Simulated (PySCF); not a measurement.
# Geometry relaxation of C3H5AlO2

- system: C3H5AlO2, SMILES C1=C[O][AlH2-][O+]=C1
- method: PBE0-D3(BJ)/def2-SVP geometry optimisation, gas phase (PySCF 2.14.0)

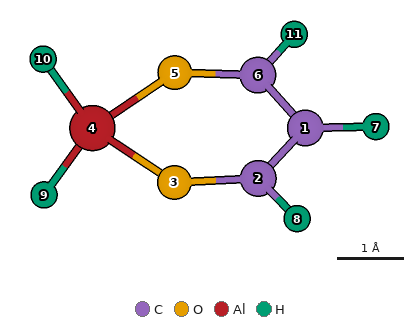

Fig. 1: The structure as given in the input (ball-and-stick view, seen at a tilt; atoms are numbered from 1 in the order of the input). Sticks mark near contacts.

## Results in brief

| quantity | value |
| --- | --- |
| outcome | converged |
| total energy | −509.584389 hartree |
| dipole moment | 4.26 D |
| point group | C2v |
| hardware | 1 CPU thread, shared host |
| wall time | 91 s |
| peak memory | 0.47 GiB |

## The input
```
{"job": {"xc": "PBE0", "basis": "def2-SVP", "d3": "d3bj", "grid": 1, "shake": 0.01, "kind": "geom"}, "charge": 0, "multiplicity": 1}
C      1.387190     0.390560     0.007040
C      1.032800    -0.919020     0.225040
O     -0.162890    -1.367550     0.231210
Al    -1.714470    -0.531120    -0.013430
O     -0.880770     1.046690    -0.255980
C      0.349440     1.343060    -0.227000
H      2.404960     0.727980     0.006310
H      1.862220    -1.630190     0.402260
H     -2.343760    -0.976130    -1.338620
H     -2.510280    -0.495600     1.338460
H      0.613670     2.385480    -0.390950
```

The first line tells a small driver script what to run in PySCF; the rest is the geometry in Å.

Launch command:
```bash
OMP_NUM_THREADS=1 python <driver script> task.json out
```

## Log
```
step   0  E = -509.57690613  max force = 0.036535
step   1  E = -509.58277905  max force = 0.016302
step   2  E = -509.58381048  max force = 0.007299
step   3  E = -509.58360444  max force = 0.013667
step   4  E = -509.58425559  max force = 0.002058
step   5  E = -509.58429801  max force = 0.001010
step   6  E = -509.58432048  max force = 0.000556
step   7  E = -509.58436730  max force = 0.001121
step   8  E = -509.58437832  max force = 0.001345
step   9  E = -509.58438846  max force = 0.001128
step  10  E = -509.58439036  max force = 0.000499
step  11  E = -509.58438931  max force = 0.000191
optimisation converged
```

## Trajectory as extended XYZ (Å, eV, eV/Å), 12 frames, from step=0 to step=11
```
11
Properties=species:S:1:pos:R:3:forces:R:3 step=0 energy=-13866.29390
C     1.3872    0.3906    0.0070   -1.5164   1.5788  -0.3610
C     1.0328   -0.9190    0.2250   -0.1867  -0.8385   0.0912
O    -0.1629   -1.3676    0.2312    1.8787  -0.8466   0.2802
Al   -1.7145   -0.5311   -0.0134   -1.0212  -0.1413   0.4394
O    -0.8808    1.0467   -0.2560    0.7051   1.5580  -0.2136
C     0.3494    1.3431   -0.2270    0.3360  -1.4530   0.2669
H     2.4050    0.7280    0.0063    0.6481   0.0398   0.0433
H     1.8622   -1.6302    0.4023   -0.3150  -0.2070   0.0319
H    -2.3438   -0.9761   -1.3386   -0.3962  -0.2464  -0.7420
H    -2.5103   -0.4956    1.3385   -0.1972   0.0210   0.2648
H     0.6137    2.3855   -0.3910    0.0647   0.5351  -0.1011
11
Properties=species:S:1:pos:R:3:forces:R:3 step=1 energy=-13866.45371
C     1.3575    0.3801   -0.2211    0.1040  -0.0796   0.1563
C     1.0631   -0.9597    0.0614    0.2389   0.1012   0.0146
O    -0.0700   -1.4268    0.3536   -0.8383   0.1628  -0.1019
Al   -1.7506   -0.4925    0.2264    0.5154  -0.0533  -0.1998
O    -0.8763    1.1641   -0.0525   -0.3340  -0.3903   0.1498
C     0.3641    1.3584   -0.2056    0.0840   0.2940  -0.2112
H     2.3983    0.6708   -0.3759   -0.0922  -0.0062  -0.0696
H     1.8895   -1.6925    0.0518    0.0541   0.0308   0.0351
H    -2.4748   -0.9754   -1.1238    0.1478   0.1078   0.1847
H    -2.4990   -0.4670    1.6240    0.0826  -0.0082   0.0145
H     0.6554    2.4174   -0.3590    0.0378  -0.1590   0.0274
11
Properties=species:S:1:pos:R:3:forces:R:3 step=2 energy=-13866.48178
C     1.3471    0.3774   -0.2116    0.1754   0.0007   0.0305
C     1.0569   -0.9622    0.0706   -0.0217   0.1059   0.0073
O    -0.0876   -1.4296    0.3332   -0.3677   0.0972  -0.0799
Al   -1.7413   -0.4911    0.2208    0.3753  -0.0520  -0.0338
O    -0.8801    1.1586   -0.0456   -0.1189  -0.0663   0.0282
C     0.3586    1.3619   -0.2173   -0.0696  -0.1082   0.0230
H     2.3838    0.6664   -0.3810    0.0087   0.0021  -0.0339
H     1.8904   -1.6879    0.0806   -0.0180   0.0158   0.0385
H    -2.4632   -0.9394   -1.1225    0.0198   0.0314   0.0092
H    -2.4656   -0.4904    1.6292    0.0314   0.0013   0.0336
H     0.6581    2.4132   -0.3768   -0.0146  -0.0280  -0.0227
11
Properties=species:S:1:pos:R:3:forces:R:3 step=3 energy=-13866.47617
C     1.3699    0.3823   -0.2028   -0.7028  -0.1735   0.0590
C     1.0384   -0.9461    0.0793    0.3289  -0.3894   0.0309
O    -0.1166   -1.4224    0.2949    0.2150   0.2210  -0.0753
Al   -1.7337   -0.4908    0.2134   -0.0116  -0.0747   0.1584
O    -0.8858    1.1448   -0.0328    0.2812   0.0252  -0.0750
C     0.3527    1.3398   -0.2243    0.0674   0.3354   0.0186
H     2.4034    0.6697   -0.3879   -0.0056  -0.0100   0.0367
H     1.8667   -1.6748    0.1308   -0.0134  -0.0535   0.0082
H    -2.4641   -0.8831   -1.1260   -0.1152  -0.0440  -0.1420
H    -2.4170   -0.5278    1.6421   -0.0310   0.0098   0.0227
H     0.6431    2.3853   -0.4075   -0.0130   0.1537  -0.0422
11
Properties=species:S:1:pos:R:3:forces:R:3 step=4 energy=-13866.49389
C     1.3476    0.3751   -0.1980    0.0747   0.0188  -0.0295
C     1.0487   -0.9626    0.0775   -0.0673   0.0641   0.0327
O    -0.1090   -1.4269    0.2931    0.0418  -0.0414  -0.0237
Al   -1.7265   -0.4888    0.2136   -0.0306  -0.0731   0.0699
O    -0.8837    1.1540   -0.0365    0.0344   0.1058  -0.0372
C     0.3526    1.3555   -0.2230   -0.0210  -0.0907   0.0161
H     2.3828    0.6632   -0.3761    0.0168   0.0065   0.0152
H     1.8785   -1.6894    0.1275   -0.0118  -0.0033  -0.0136
H    -2.4688   -0.8847   -1.1295   -0.0402  -0.0110  -0.0314
H    -2.4111   -0.5204    1.6442   -0.0076   0.0051  -0.0023
H     0.6460    2.4019   -0.4133    0.0108   0.0193   0.0038
11
Properties=species:S:1:pos:R:3:forces:R:3 step=5 energy=-13866.49504
C     1.3521    0.3760   -0.1979    0.0083  -0.0080  -0.0015
C     1.0478   -0.9610    0.0755    0.0251   0.0052   0.0106
O    -0.1079   -1.4285    0.2929   -0.0520   0.0223  -0.0329
Al   -1.7304   -0.4903    0.2148    0.0273  -0.0420   0.0126
O    -0.8812    1.1548   -0.0434    0.0173   0.0280  -0.0356
C     0.3562    1.3549   -0.2248   -0.0212  -0.0067   0.0402
H     2.3893    0.6641   -0.3661    0.0002  -0.0036  -0.0002
H     1.8761   -1.6900    0.1180    0.0010   0.0012   0.0029
H    -2.4802   -0.8932   -1.1265   -0.0065   0.0050   0.0096
H    -2.4162   -0.5130    1.6447    0.0034   0.0040   0.0013
H     0.6516    2.4030   -0.4078   -0.0029  -0.0054  -0.0071
11
Properties=species:S:1:pos:R:3:forces:R:3 step=6 energy=-13866.49565
C     1.3542    0.3750   -0.1938   -0.0110  -0.0154   0.0072
C     1.0468   -0.9620    0.0744    0.0201  -0.0054   0.0099
O    -0.1110   -1.4285    0.2838   -0.0231   0.0152  -0.0286
Al   -1.7309   -0.4894    0.2134    0.0103  -0.0227   0.0049
O    -0.8803    1.1557   -0.0483    0.0160   0.0052  -0.0286
C     0.3579    1.3537   -0.2247   -0.0103   0.0204   0.0194
H     2.3923    0.6627   -0.3568   -0.0017  -0.0016  -0.0010
H     1.8738   -1.6924    0.1185   -0.0014  -0.0010   0.0019
H    -2.4902   -0.8887   -1.1239   -0.0026   0.0042   0.0124
H    -2.4098   -0.5103    1.6468    0.0034   0.0032   0.0026
H     0.6544    2.4011   -0.4100    0.0003  -0.0021  -0.0001
11
Properties=species:S:1:pos:R:3:forces:R:3 step=7 energy=-13866.49693
C     1.3605    0.3692   -0.1753   -0.0243  -0.0005   0.0111
C     1.0406   -0.9685    0.0681    0.0092  -0.0129   0.0074
O    -0.1251   -1.4306    0.2448    0.0356  -0.0249  -0.0104
Al   -1.7333   -0.4842    0.2067   -0.0412   0.0576  -0.0144
O    -0.8742    1.1595   -0.0735   -0.0103  -0.0437  -0.0122
C     0.3672    1.3516   -0.2264    0.0170   0.0300  -0.0003
H     2.4030    0.6540   -0.3139   -0.0050  -0.0018  -0.0055
H     1.8611   -1.7056    0.1177    0.0030  -0.0034  -0.0035
H    -2.5330   -0.8710   -1.1105    0.0082   0.0004   0.0128
H    -2.3809   -0.4943    1.6551    0.0057   0.0013   0.0041
H     0.6712    2.3967   -0.4133    0.0021  -0.0022   0.0111
11
Properties=species:S:1:pos:R:3:forces:R:3 step=8 energy=-13866.49723
C     1.3627    0.3652   -0.1667   -0.0120   0.0049   0.0110
C     1.0376   -0.9732    0.0646   -0.0175  -0.0088   0.0007
O    -0.1316   -1.4319    0.2284    0.0465  -0.0312  -0.0040
Al   -1.7358   -0.4789    0.2027   -0.0307   0.0691  -0.0137
O    -0.8707    1.1616   -0.0862   -0.0280  -0.0549   0.0012
C     0.3725    1.3504   -0.2254    0.0270   0.0248  -0.0101
H     2.4070    0.6479   -0.2955   -0.0026   0.0000  -0.0043
H     1.8552   -1.7136    0.1133   -0.0009  -0.0022  -0.0017
H    -2.5511   -0.8636   -1.1046    0.0079  -0.0007   0.0059
H    -2.3698   -0.4818    1.6574    0.0068  -0.0003   0.0038
H     0.6811    2.3948   -0.4087    0.0035  -0.0007   0.0112
11
Properties=species:S:1:pos:R:3:forces:R:3 step=9 energy=-13866.49750
C     1.3660    0.3573   -0.1528    0.0026   0.0193  -0.0014
C     1.0301   -0.9820    0.0574   -0.0294  -0.0090   0.0035
O    -0.1437   -1.4353    0.2020    0.0365  -0.0226   0.0002
Al   -1.7405   -0.4667    0.1954   -0.0070   0.0580  -0.0046
O    -0.8635    1.1644   -0.1058   -0.0371  -0.0343   0.0119
C     0.3827    1.3487   -0.2226    0.0264  -0.0077  -0.0057
H     2.4133    0.6349   -0.2666    0.0025  -0.0016   0.0004
H     1.8423   -1.7284    0.1045   -0.0006  -0.0002  -0.0035
H    -2.5781   -0.8490   -1.0967    0.0010  -0.0009  -0.0072
H    -2.3514   -0.4592    1.6604    0.0046  -0.0022   0.0017
H     0.6999    2.3922   -0.3958    0.0005   0.0013   0.0047
11
Properties=species:S:1:pos:R:3:forces:R:3 step=10 energy=-13866.49756
C     1.3673    0.3524   -0.1475    0.0065   0.0138  -0.0045
C     1.0257   -0.9872    0.0540   -0.0256  -0.0045  -0.0028
O    -0.1499   -1.4372    0.1919    0.0173  -0.0085   0.0023
Al   -1.7432   -0.4580    0.1916    0.0065   0.0238   0.0011
O    -0.8596    1.1664   -0.1110   -0.0232  -0.0124   0.0120
C     0.3881    1.3473   -0.2194    0.0184  -0.0102  -0.0015
H     2.4160    0.6265   -0.2562    0.0027  -0.0012   0.0036
H     1.8354   -1.7366    0.0984   -0.0017   0.0000  -0.0012
H    -2.5870   -0.8387   -1.0965   -0.0024   0.0008  -0.0086
H    -2.3453   -0.4484    1.6604    0.0011  -0.0028  -0.0001
H     0.7096    2.3904   -0.3863    0.0005   0.0011  -0.0003
11
Properties=species:S:1:pos:R:3:forces:R:3 step=11 energy=-13866.49753
C     1.3683    0.3482   -0.1448    0.0031   0.0036  -0.0048
C     1.0214   -0.9913    0.0510   -0.0038  -0.0032  -0.0003
O    -0.1552   -1.4386    0.1857   -0.0032   0.0057   0.0009
Al   -1.7451   -0.4504    0.1891    0.0066  -0.0073   0.0023
O    -0.8559    1.1687   -0.1101    0.0001   0.0098   0.0072
C     0.3930    1.3463   -0.2157    0.0017  -0.0086   0.0004
H     2.4183    0.6187   -0.2507    0.0017  -0.0017   0.0033
H     1.8289   -1.7432    0.0938   -0.0011  -0.0002  -0.0024
H    -2.5908   -0.8268   -1.0994   -0.0028   0.0032  -0.0044
H    -2.3435   -0.4434    1.6594   -0.0023  -0.0020  -0.0015
H     0.7177    2.3889   -0.3790    0.0000   0.0008  -0.0007
```

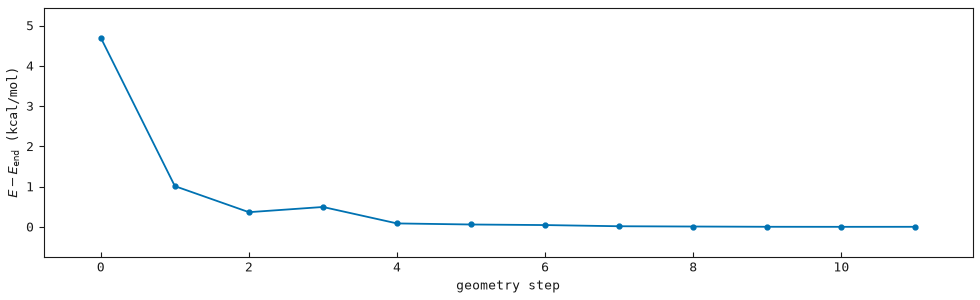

Fig. 2: Progress of the relaxation, step by step (steps are counted from 0).

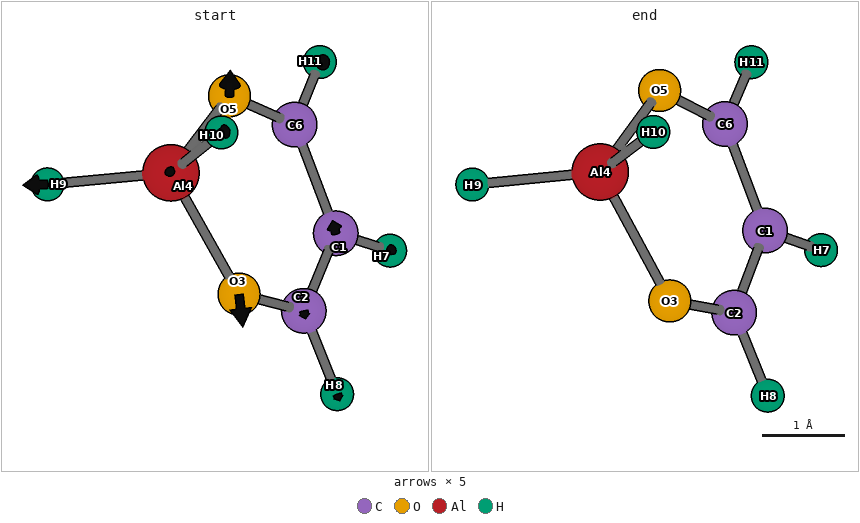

Fig. 3: Before (left) and after (right) the relaxation, at one scale (ball-and-stick view, seen at a tilt). The black arrows give the displacements, magnified 5 times. The atom that moves furthest after the best rigid fit is O3 (0.084 Å). By element the largest moves are O 0.084 Å, H 0.066 Å, C 0.037 Å, Al 0.020 Å. Distances before and after: O3–Al4 1.780 → 1.872 Å, Al4–O5 1.801 → 1.871 Å, Al4–H9 1.533 → 1.586 Å, C1–C6 1.428 → 1.397 Å. Among the angles that change: C2–C1–H7 123.0° → 119.4°, C2–O3–Al4 130.6° → 127.1°, C2–C1–C6 118.3° → 121.2°. Over 11 geometry steps the energy falls by 4.70 kcal/mol. Largest force component: 1.9 eV/Å at the start, 0.0098 eV/Å at the end. (Atoms are counted from 1 in the order of the input.)
